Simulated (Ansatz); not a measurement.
C₃H₁₁FGaN

The calculation's input:

```
crystal:
  periodic: [false, false, false]
  atoms:
    - {symbol: C, position_ang: [2.172871, -0.083182, -1.549148]}
    - {symbol: C, position_ang: [1.188779, 0.347632, -0.464637]}
    - {symbol: C, position_ang: [0.348735, -0.817393, 0.077057]}
    - {symbol: F, position_ang: [0.106660, -2.619034, -2.503386]}
    - {symbol: Ga, position_ang: [-0.816513, -1.661432, -1.280644]}
    - {symbol: "N", position_ang: [-1.371315, -3.522485, -0.395158]}
    - {symbol: H, position_ang: [2.740185, 0.772420, -1.949053]}
    - {symbol: H, position_ang: [2.900248, -0.810713, -1.150693]}
    - {symbol: H, position_ang: [1.658880, -0.582126, -2.387827]}
    - {symbol: H, position_ang: [0.519629, 1.131457, -0.866968]}
    - {symbol: H, position_ang: [1.746661, 0.833355, 0.359055]}
    - {symbol: H, position_ang: [1.020760, -1.598186, 0.484714]}
    - {symbol: H, position_ang: [-0.278158, -0.476600, 0.922150]}
    - {symbol: H, position_ang: [-2.169276, -1.120486, -1.868945]}
    - {symbol: H, position_ang: [-0.984702, -3.703253, 0.532380]}
    - {symbol: H, position_ang: [-0.908478, -4.149309, -1.060904]}
    - {symbol: H, position_ang: [-2.366146, -3.750113, -0.379127]}
basis:
  gaussian: {orbitals: def2-SVPD}
total_charge: 0
hamiltonian: {xc: pbe0}
output: {forces: true, orbitals: {seedname: orbitals}}
```

Command:

```sh
ansatz run input.yaml --threads 4 --pin off --max-ram 7830MiB --events-out events.jsonl --progress --plain --runs-dir runs
```

Geometry: r2SCAN-D4/def2-SVP.

These are results of isolated molecule in a Gaussian basis; Kohn-Sham density functional theory, functional PBE0 in Ansatz, not measurements.

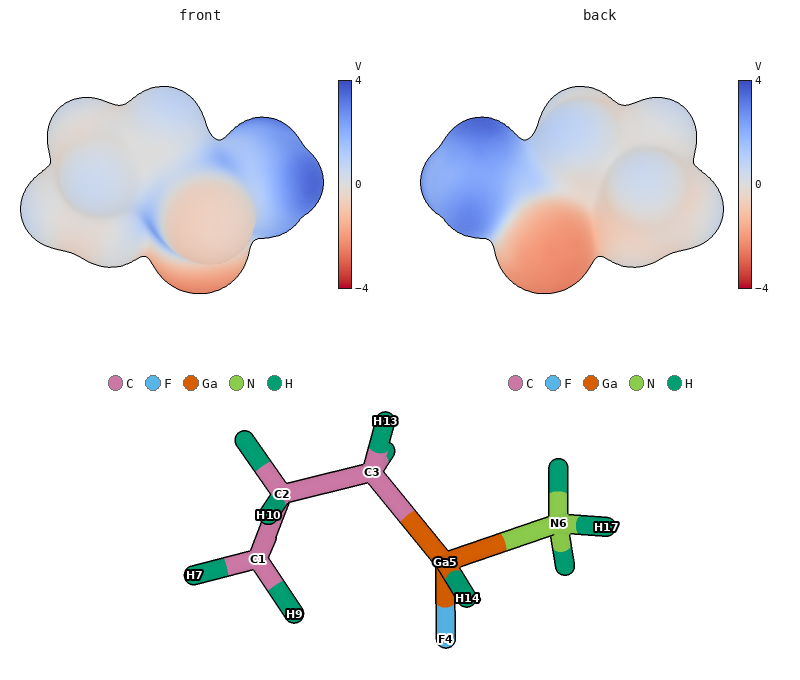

Figure 1. The molecular electrostatic potential painted on the density surface at 0.004 e/bohr³, seen from the front and from behind; the colour scale runs from red (negative) to blue (positive). The bare structure is drawn below in the same view.

Which sites attract a positive test charge, and which a negative one?

A positive charge is drawn to the negative regions and a negative charge to the positive ones. The most negative region (about −2.3 V) lies over F4, the most positive (about +3.4 V) over H15 and H17.

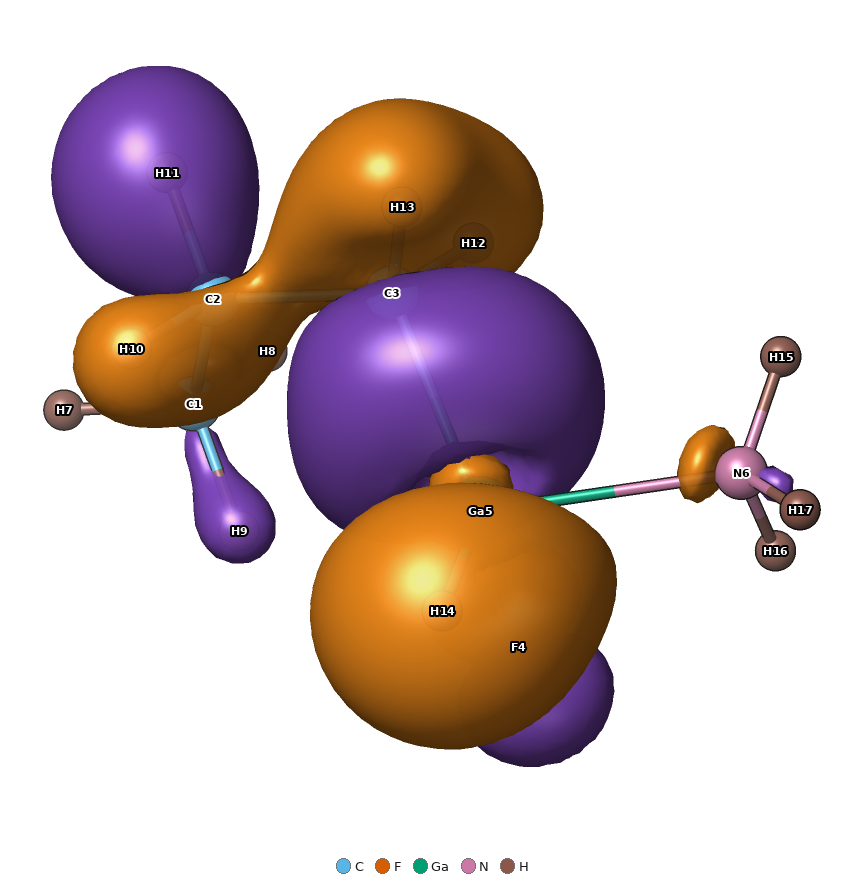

Figure 2. The HOMO at ±0.08 Å⁻³ᐟ² (orange and purple are the two phases), seen at a tilt.

Where does this orbital lie, and at what energy?

By Hirshfeld shares it lies mainly on C3 (about 30 %), Ga5 (about 20 %), H14 (about 15 %), C2 (about 10 %) and F4 (about 5 %). Its energy is −7.08 eV.

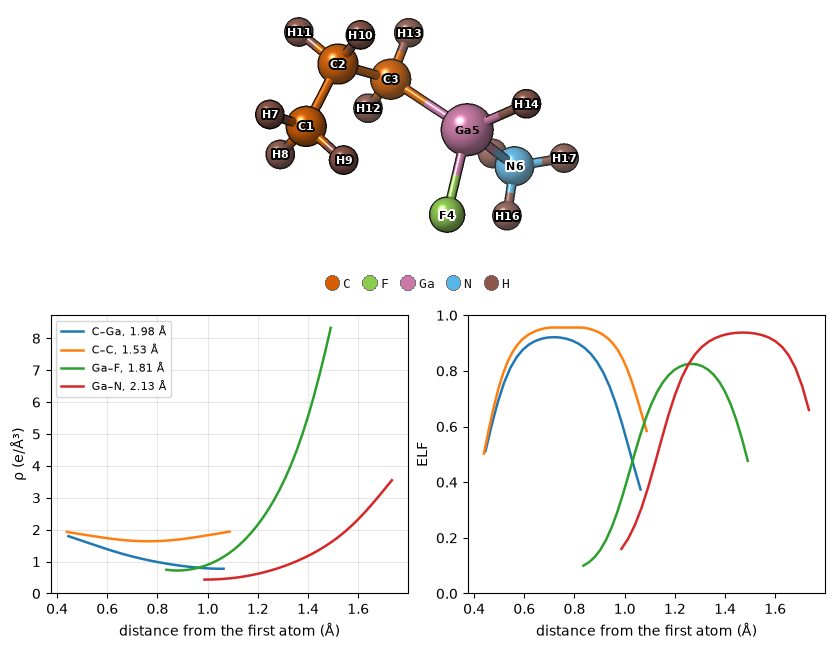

Figure 3. Electron density and electron localisation function along straight lines between neighbouring atoms. The curves leave out the atomic cores. The structure is drawn too.

What can be read from the curves?

C–Ga (1.98 Å): ρ at the midpoint is about 0.79 e/Å³; the ELF peaks at about 0.90 in the valence shell of C, 0.7 Å from its nucleus, and is about 0.60 at the midpoint.
C–C (1.53 Å): ρ is about 1.6 e/Å³ halfway; the ELF peaks at about 0.95 between the atoms (a covalent bond).
Ga–F (1.81 Å): ρ is about 0.73 e/Å³ halfway; the ELF peaks at about 0.85 in the valence shell of F, 0.5 Å from its nucleus, and is about 0.15 at the midpoint.
Ga–N (2.13 Å): the density is about 0.46 e/Å³ at the midpoint; the ELF peaks at about 0.95 in the valence shell of N, 0.7 Å from its nucleus, and is about 0.30 at the midpoint.
